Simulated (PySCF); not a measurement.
# RuNOH: singlet, from a PBE0 minimum start

Aim: relax RuNOH as a singlet from a PBE0 minimum start, check by its vibrations whether the end is a minimum, and collect its spectrum and constants.

Computed with PySCF 2.14.0. Level: PBE0, basis Ru def2-TZVP with ECP28, N def2-TZVP, O def2-TZVP, H def2-TZVP, scalar-relativistic core potentials, no spin–orbit coupling, density fitting.

### Step 1. Starting geometry

4 atoms, charge 0, spin multiplicity 1.

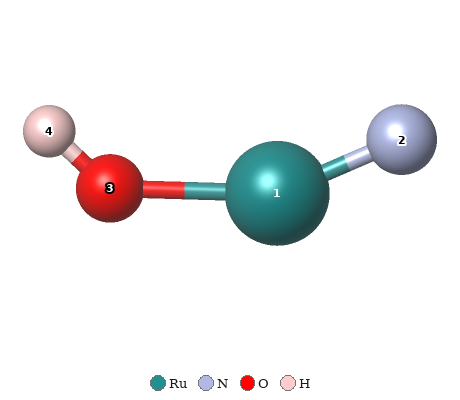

Start geometry, drawn with ruthenium teal, nitrogen light blue, oxygen red, hydrogen pink; atoms are numbered from 1 in the order of the file.

Coordinates in bohr (charge 0 multiplicity 1):
```
Ru    0.1488   -0.1132   -0.1481
N     3.0408    0.2018    0.2352
O    -3.3379    0.4579    0.6225
H    -4.3204    1.3791    1.8250
```

### Step 2. First SCF at the start

One driver script runs all steps and calls PySCF; scf.py shows how it sets up the SCF of each step. The optimiser is the driver's own. After this first run the driver tries any further starts and a stability analysis.

scf.py reads:

```python
from pyscf import gto, scf, dft
mol = gto.M(atom='''
Ru     0.078759    -0.059928    -0.078362
N      1.609134     0.106805     0.124475
O     -1.766317     0.242313     0.329416
H     -2.286234     0.729773     0.965774''',
    basis={'Ru': 'def2-TZVP', 'N': 'def2-TZVP', 'O': 'def2-TZVP', 'H': 'def2-TZVP'},
    ecp={'Ru': 'def2-TZVP'},
    charge=0, spin=0)
mf = dft.RKS(mol, xc='PBE0')
mf.grids.atom_grid = (50, 194)
aux = {'Ru': 'def2-universal-JKFIT', 'N': 'def2-universal-JKFIT', 'O': 'def2-universal-JKFIT', 'H': 'def2-universal-JKFIT'}
mf = mf.density_fit(auxbasis=aux)
mf.conv_tol = 1e-08
mf.diis_space = 10
mf.max_cycle = 60
mf.init_guess = 'minao'
mf.verbose = 4
mf.kernel()
```

Run with:

```bash
> OMP_NUM_THREADS=2 python axn.py task.json out
```

Output:

```text
init E= -217.521236706345
  HOMO = -0.639417032157111  LUMO = -0.459069609583982  gap/eV = 4.90750
cycle= 1 E= -224.520109243917  delta_E=   -7  |g|= 2.15  |ddm|=  4.8
  HOMO = 0.0676023653232506  LUMO = 0.0715108594868295  gap/eV = 0.10636
cycle= 2 E= -215.862742551906  delta_E= 8.66  |g|= 5.48  |ddm|= 6.35
  HOMO = -0.346654686867964  LUMO = -0.208823258296828  gap/eV = 3.75058
cycle= 3 E= -225.147223335713  delta_E= -9.28  |g|= 0.976  |ddm|= 6.14
  HOMO = -0.223470390102627  LUMO = -0.127559140831924  gap/eV = 2.60988
cycle= 4 E= -225.112292316351  delta_E= 0.0349  |g|= 1.12  |ddm|= 0.84
  HOMO = -0.222493283994135  LUMO = -0.103674230109551  gap/eV = 3.23323
cycle= 5 E= -225.328023134222  delta_E= -0.216  |g|= 0.123  |ddm|= 0.481
  HOMO = -0.236597485707403  LUMO = -0.110984579317261  gap/eV = 3.41810
cycle= 6 E= -225.330875213136  delta_E= -0.00285  |g|= 0.0282  |ddm|= 0.0647
  HOMO = -0.241521843474607  LUMO = -0.114037730701412  gap/eV = 3.46902
cycle= 7 E= -225.330965180416  delta_E= -9e-05  |g|= 0.016  |ddm|= 0.0167
  HOMO = -0.240703502383647  LUMO = -0.113300197407948  gap/eV = 3.46682
cycle= 8 E= -225.33101095732  delta_E= -4.58e-05  |g|= 0.00464  |ddm|= 0.00856
  HOMO = -0.241229589828578  LUMO = -0.113618495423154  gap/eV = 3.47247
cycle= 9 E= -225.331014718194  delta_E= -3.76e-06  |g|= 0.0012  |ddm|= 0.00246
  HOMO = -0.24125570416117  LUMO = -0.11362039805082  gap/eV = 3.47313
cycle= 10 E= -225.33101501558  delta_E= -2.97e-07  |g|= 0.000125  |ddm|= 0.000682
  HOMO = -0.241267608972962  LUMO = -0.113624557154644  gap/eV = 3.47334
cycle= 11 E= -225.331015020908  delta_E= -5.33e-09  |g|= 5.35e-05  |ddm|= 0.000194
  HOMO = -0.241255318782877  LUMO = -0.113621004285363  gap/eV = 3.47311
Extra cycle  E= -225.331015014519  delta_E= 6.39e-09  |g|= 0.000203  |ddm|= 0.000128
converged SCF energy = -225.331015014519
```

This step, with its further starts and checks, ran for 6.9 s (2 threads of Arm Neoverse N1, shared host).

No lower closed-shell solution turned up in the test of internal stability.

### Step 3. PBE0 minimum start, singlet: relaxation

The program finds Cs symmetry in the start, which this walk keeps. Threshold on the gradient: 0.0003 Eh/bohr, with a further test on the energy change.

Changes to scf.py since step 2:

```diff
@@ -3,4 +3,4 @@
-Ru     0.078759    -0.059928    -0.078362
-N      1.609134     0.106805     0.124475
-O     -1.766317     0.242313     0.329416
-H     -2.286234     0.729773     0.965774''',
+Ru     0.078740    -0.059927    -0.078361
+N      1.609115     0.106805     0.124476
+O     -1.766336     0.242313     0.329417
+H     -2.286253     0.729774     0.965775''',
@@ -17 +16,0 @@
-mf.init_guess = 'minao'
```

Steps of the walk:

```
step  energy (Eh)  change (kJ/mol)  largest symmetric gradient (Eh/bohr)
   0  -225.331015             0.00                               0.00004
```

The walk took 2.7 s.

Geometry (Å) and forces (eV/Å) at some steps:

```
step 0
Ru   0.079  -0.060  -0.078   0.000  -0.002   0.000
N    1.609   0.107   0.124   0.000   0.000   0.000
O   -1.766   0.242   0.329   0.002   0.002  -0.001
H   -2.286   0.730   0.966  -0.002   0.000   0.001
```

End point (Cs, 0 steps, 0.0 kJ/mol gained): O–H 0.955 Å, Ru–N 1.553 Å, Ru–O 1.914 Å; H–O–Ru 138.3°, N–Ru–O 154.9°.

### Step 4. Frequencies

On the finer grid the gradient is checked again; gradients at displacements of ±0.02 bohr then give force constants and infrared intensities.

Changes to scf.py since step 3:

```diff
@@ -11 +11 @@
-mf.grids.atom_grid = (50, 194)
+mf.grids.atom_grid = (75, 302)
@@ -14 +14 @@
-mf.conv_tol = 1e-08
+mf.conv_tol = 1e-10
```

The driver hands on the density of the step before, so the log starts near convergence.

Log of the central SCF (cycles and frontier levels):

```text
init E= -225.33099296917
  HOMO = -0.241263259491062  LUMO = -0.113623045050851  gap/eV = 3.47327
cycle= 1 E= -225.330992968785  delta_E= 3.86e-10  |g|= 4.85e-05  |ddm|= 3.37e-05
  HOMO = -0.241265247679127  LUMO = -0.113621453193389  gap/eV = 3.47336
cycle= 2 E= -225.330992964671  delta_E= 4.11e-09  |g|= 0.000155  |ddm|= 9.61e-05
  HOMO = -0.24126124088353  LUMO = -0.11362173185876  gap/eV = 3.47325
cycle= 3 E= -225.330992968974  delta_E= -4.3e-09  |g|= 3.85e-05  |ddm|= 7.7e-05
  HOMO = -0.24126315273266  LUMO = -0.113622430157058  gap/eV = 3.47328
cycle= 4 E= -225.330992969237  delta_E= -2.62e-10  |g|= 1.05e-07  |ddm|= 1.59e-05
  HOMO = -0.241263137474655  LUMO = -0.113622420393025  gap/eV = 3.47328
cycle= 5 E= -225.330992969236  delta_E= 1.08e-12  |g|= 1.1e-08  |ddm|= 7.56e-08
  HOMO = -0.24126313835516  LUMO = -0.11362242097913  gap/eV = 3.47328
Extra cycle  E= -225.330992969235  delta_E= 7.96e-13  |g|= 6.32e-09  |ddm|= 4.19e-08
converged SCF energy = -225.330992969235
```

The whole step took 80 s.

Geometry: Cs; O–H 0.955 Å, Ru–N 1.553 Å, Ru–O 1.914 Å; H–O–Ru 138.3°, N–Ru–O 154.9°.

Modes, for the most abundant isotopes:

```csv
symmetry,ω (cm⁻¹),IR (km/mol)
a',145,16.5
a'',413,132
a',545,204
a',665,77.7
a',1261,138
a',3954,137
```

All wavenumbers are real: a minimum.

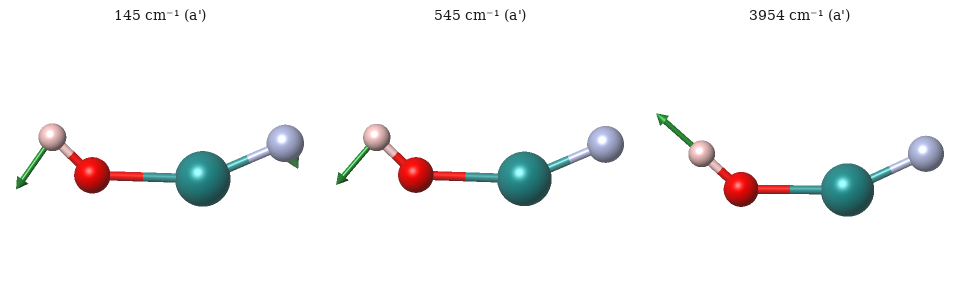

How the atoms move in 3 of the modes.

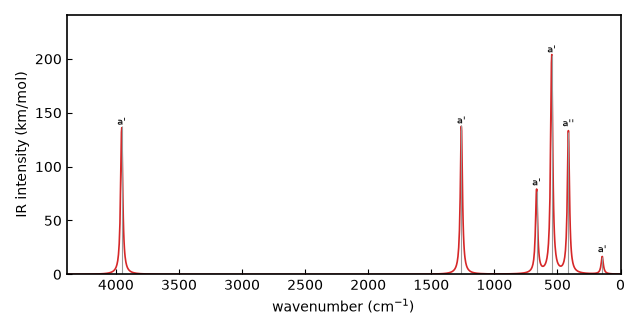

The harmonic infrared spectrum (widths in cm⁻¹). Lines are broadened to a width of 20 cm⁻¹ (Lorentzian).

Properties at this point:

| Quantity | Value |
| --- | --- |
| Dipole moment | 0.64 D |
| Highest occupied level | -6.57 eV |
| Lowest empty level | -3.09 eV |
| Rotational constants | 4.182, 0.1802, 0.1728 cm⁻¹ |
| Zero-point energy | 41.8 kJ/mol |
| Principal polarisabilities | 27.3, 28.6, 56.8 bohr³ |
| Atomisation energy without zero-point energy | 1242 kJ/mol |
| Principal traceless quadrupole moments about the centre of mass | -7.11, 0.40, 6.71 D Å |
| Entropy at 298.15 K and 1 bar | 281.3 J/(mol K) |
| Heat capacity Cp at 298.15 K | 56.5 J/(mol K) |
| Enthalpy at 298.15 K above 0 K | 13.28 kJ/mol |
| Rotational symmetry number | 1 |

Populations by atom (charges in e):

```tsv
atom	Mulliken	Löwdin	polar tensor	Mayer order to Ru1
Ru1	0.95	0.43	1.36	–
N2	-0.46	-0.16	-0.66	2.76
O3	-0.81	-0.42	-1.00	0.72
H4	0.32	0.15	0.30	0.02
```

Mulliken populations on Ru1 (outside its core potential): s 2.15, p 6.09, d 6.79, f 0.03.

### Step 5. Stability of the closed shell

At the lowest minimum the closed shell is tested against spin polarisation, on the (50, 194) grid. It is stable.

### Step 6. What came out

| quantity | value |
| --- | --- |
| minimum | singlet, Cs |
| geometry | O–H 0.955 Å, Ru–N 1.553 Å, Ru–O 1.914 Å; H–O–Ru 138.3°, N–Ru–O 154.9° |
| wavenumbers (cm⁻¹) | 145 (a'), 413 (a''), 545 (a'), 665 (a'), 1261 (a'), 3954 (a') |
| dipole moment | 0.64 D |
| highest occupied, lowest empty level | -6.57, -3.09 eV |
| polar-tensor charge of Ru1 | +1.36 e |
| zero-point energy | 41.8 kJ/mol |
| entropy at 298.15 K | 281.3 J/(mol K) |
| atomisation energy (no zero-point energy) | 1242 kJ/mol |

In words: The PBE0 minimum start keeps its Cs symmetry and ends in a minimum. In the infrared the band at 545 cm⁻¹ (a') leads. Other starts or spin states, not run here, may lie lower.

The search up to here ran for 94 s (2 threads of Arm Neoverse N1, shared host).
